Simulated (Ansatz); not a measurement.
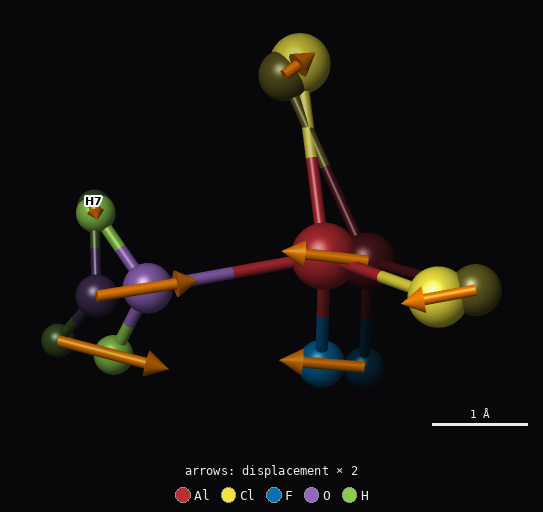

A relaxation of AlH2OCl2F. The starting structure is drawn faded, the final one solid; orange arrows show the displacements, 2 times their true length. The two geometries are superimposed by the best rigid fit.

A ball-and-stick model, seen face on.

The run prepares an end point of a later path (reaction) calculation, from a guessed geometry.

The calculation used RKS PBE0/def2-SVP in Ansatz 0.2.0. Settings: no spin polarisation; force threshold 0.03 eV/Å; at most 50 steps.

> Describe the change and its energy.

After 11 geometry steps the energy has fallen by 1.029 eV. The largest force component goes from 1.4 to 0.028 eV/Å. An H atom moves most after the best rigid fit: 0.61 Å. Largest moves by element: H 0.61 Å, O 0.55 Å, Al 0.46 Å, F 0.45 Å, Cl 0.40 Å. Near-neighbour distances that change, for instance: Al–O 2.955 → 1.958 Å, Al–Cl 2.189 → 2.117 Å, Al–Cl 2.073 → 2.096 Å, Al–F 1.654 → 1.672 Å. New bonds form, among them: Al–O (2.96 → 1.96 Å). Bond angles that change, for instance: Cl–Al–F 121.4° → 117.2°, H–O–H 103.8° → 107.7°, Cl–Al–Cl 121.0° → 118.5°.

Limits of the set-up: the start holds two separate molecules, 2.6 Å apart at their closest, whose relative position is a soft coordinate and is computed without a dispersion correction.
